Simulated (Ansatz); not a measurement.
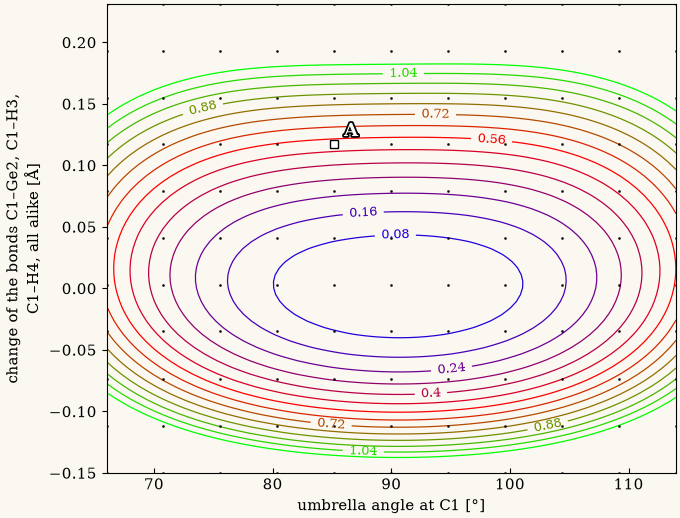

CH₅Ge, SMILES [CH2][GeH3], spin multiplicity 2. Coordinates scanned: (1) umbrella angle at C1 (between each of its bonds and their common axis; 90 is planar); (2) change of the bonds C1–Ge2, C1–H3, C1–H4, all alike. Nothing is relaxed (all other coordinates rigid). Grid: 11 × 11 points. Points are written as (first, second). Energies are in eV, from the relaxed molecule at the same level. The calculation used UHF-MP2, frozen core/def2-TZVP (Ansatz 0.2.0).

Drawn: contour lines labelled in eV (none above 1.12), dots at the grid points, the point A. Between grid points the surface is interpolated.

Question: Is A at rest? If not, where is it pushed?

Answer: A, at (85.2°, 0.117 Å), is not a stationary point. The computed force is 0.0037 eV for each degree towards larger values of the first coordinate and 7.8 eV for each Å towards smaller values of the second coordinate.
